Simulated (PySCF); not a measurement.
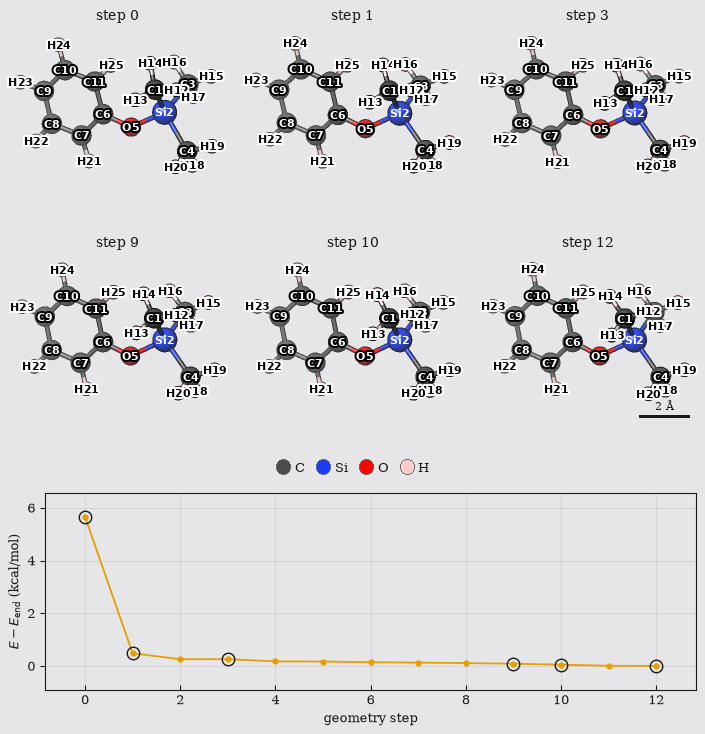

Frames of a relaxation of C₉H₁₄OSi, marked on the history of the run. The picture is a ball-and-stick view, seen at a tilt.

The start comes from GFN2-xTB. Its atoms were then displaced at random by about 0.01 Å.

Computed with PySCF, PBE0-D3(BJ)/def2-SVP geometry optimisation, gas phase. 

Question: Describe the path.

Answer: The largest move after the best rigid fit is that of H14, 0.49 Å. By element the largest moves are H 0.49 Å, C 0.16 Å, O 0.13 Å, Si 0.05 Å. Some distances before and after: Si2–O5 1.647 → 1.695 Å, C11–H25 1.054 → 1.092 Å, Si2–C3 1.905 → 1.873 Å, C1–H13 1.071 → 1.101 Å. Bond angles that change, for instance: Si2–C1–H13 114.4° → 110.2°, H12–C1–H14 103.5° → 107.7°, H18–C4–H19 104.6° → 108.1°. After 12 geometry steps the energy has fallen by 5.67 kcal/mol. From step 0 to 1: H19 moves most (0.18 Å), energy −5.18 kcal/mol. From step 1 to 3: H13 moves most (0.06 Å), energy −0.22 kcal/mol. From step 3 to 9: H14 moves most (0.14 Å), energy −0.17 kcal/mol. From step 9 to 10: H13 moves most (0.08 Å), energy −0.04 kcal/mol. From step 10 to 12: H13 moves most (0.20 Å), energy −0.05 kcal/mol.

```csv
step,"E − E(0), kcal/mol"
0,0.00
1,-5.18
2,-5.41
3,-5.41
4,-5.49
5,-5.50
6,-5.53
7,-5.54
8,-5.56
9,-5.58
10,-5.62
11,-5.66
12,-5.67
```
